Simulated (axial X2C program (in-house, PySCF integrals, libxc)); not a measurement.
**Relativistic diatomic calculation for InCa**

- system: InCa, single determinant with M_S = 1/2 and |Λ| = 1.
- method: PBE0, spin-free X2C-1e, In dyall-cv3z, Ca dyall-cv3z (cores contracted) (axial X2C program (in-house, PySCF integrals, libxc))

**Results in brief**

| quantity | value |
| --- | --- |
| outcome | converged |
| bond length rₑ | 3.259 Å |
| ωₑ | 131.2 cm⁻¹ |
| energy at the minimum | −6560.96895 hartree |
| depth below the fragments | 0.58 eV |
| largest ⟨S²⟩ along the curve | 0.97 |
| hardware | 1 thread of Arm Neoverse V1, 24 GiB of memory available, shared host |
| wall time | 9.1 s |

**Notes**

⟨S²⟩ reaches 0.97 where a pure state of this multiplicity has 0.75, so the determinant is spin-contaminated.

**Input**
```
{"zs": [49, 20], "q": 0, "bas": ["dyall-cv3z", "dyall-cv3z"], "levels": ["PBE0", "HF", "PBEsol"], "cc": true, "r0": 3.13, "thr": -1.0, "nmax": 90, "npts": 10, "nst": 2, "ntry": 6}
```

The line is the task of a batch: nuclear charges, charge, bases, the levels to run, a first guess of the distance and further settings. This report covers PBE0 without spin-orbit coupling. The log is that of the reference distance 3.281 Å, started from orbitals converged before.

Launched within a batch (the task file carries these settings):
```bash
python <driver script> task.json out
```

**Log**
```
spin-free X2C-1e  PBE0
basis functions 234  fitting functions 992  grid points 5805
iter        total energy     max residual
   1      -6560.968938685     2.06e-05
   2      -6560.968938726     2.55e-05
   3      -6560.968938764     1.33e-05
   4      -6560.968938789     8.49e-06
   5      -6560.968938819     3.05e-06
   6      -6560.968938826     1.79e-06
   7      -6560.968938828     1.04e-06
   8      -6560.968938829     5.01e-07
converged
one-electron -9341.81364003  Coulomb 2819.89992290  exact exchange -48.51892887  xc functional -148.59592913  nuclear repulsion 158.05963630
```

**The points of the curve**

| R (Å) | E (hartree) | dipole (D; origin at the first atom, positive when the second is positive) | highest filled (eV) | lowest empty (eV) |
| --- | --- | --- | --- | --- |
| 2.854 | −6560.960208 | 1.96 | −3.97 | −2.53 |
| 2.986 | −6560.965498 | 2.07 | −3.84 | −2.43 |
| 3.084 | −6560.967683 | 2.13 | −3.76 | −2.37 |
| 3.183 | −6560.968736 | 2.17 | −3.69 | −2.32 |
| 3.281 | −6560.968939 | 2.20 | −3.63 | −2.27 |
| 3.396 | −6560.968396 | 2.21 | −3.57 | −2.22 |
| 3.511 | −6560.967280 | 2.21 | −3.52 | −2.18 |
| 3.658 | −6560.965339 | 2.19 | −3.47 | −2.13 |
| 3.839 | −6560.962623 | 2.13 | −3.43 | −2.11 |
| 4.101 | −6560.958717 | 2.01 | −3.40 | −2.14 |

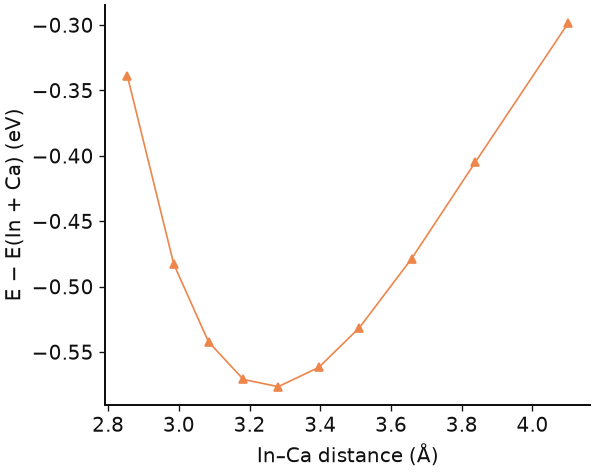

**Figure 1.** Energy at 10 bond lengths, for one set of occupations held fixed; the line joins the points. A polynomial of degree 6 through 9 points gives rₑ = 3.259 Å, ωₑ = 131.2 cm⁻¹, ωₑxₑ = 0.69 cm⁻¹ and Bₑ = 0.05353 cm⁻¹. The minimum lies 0.58 eV below In + Ca, each computed as one determinant at the same level.

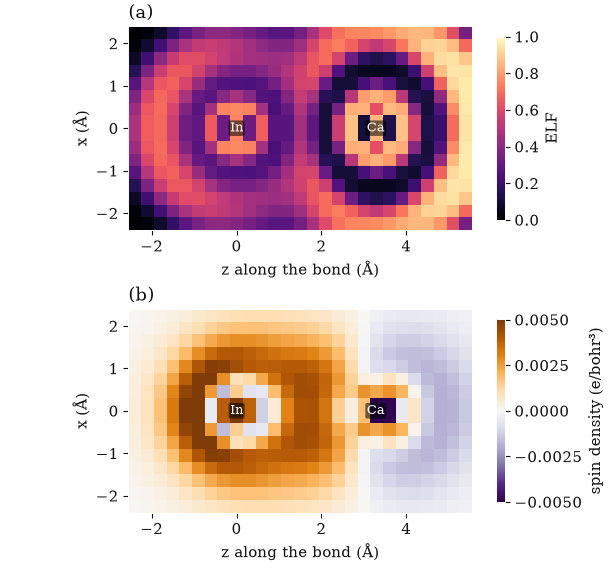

**Figure 2.** (a) electron localisation function; (b) spin density, in a plane that holds the axis, at 3.28 Å, on points 0.3 Å apart (one half computed, the other mirrored); the structure near the nuclei is finer than these points.

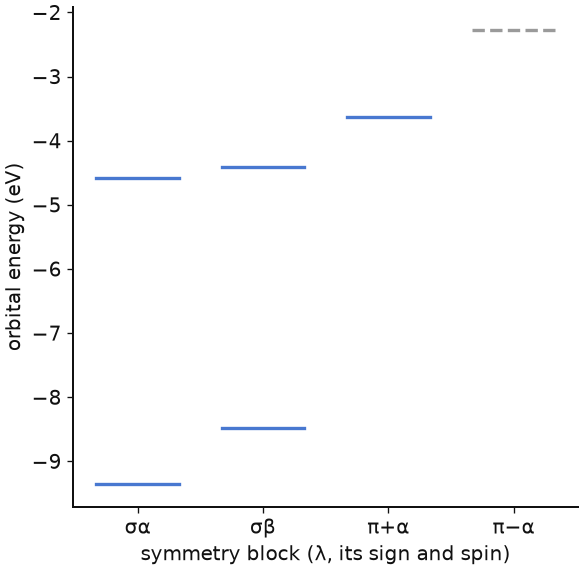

**Figure 3.** Orbital energies near the frontier at 3.28 Å, filled (solid) and empty (dashed); a label such as π−α means λ = −1 and α spin. The highest filled orbital (π+α; 71 % In p, 14 % Ca p) lies at −3.63 eV, the lowest empty one (π−α; 68 % In p, 18 % Ca p) at −2.27 eV.
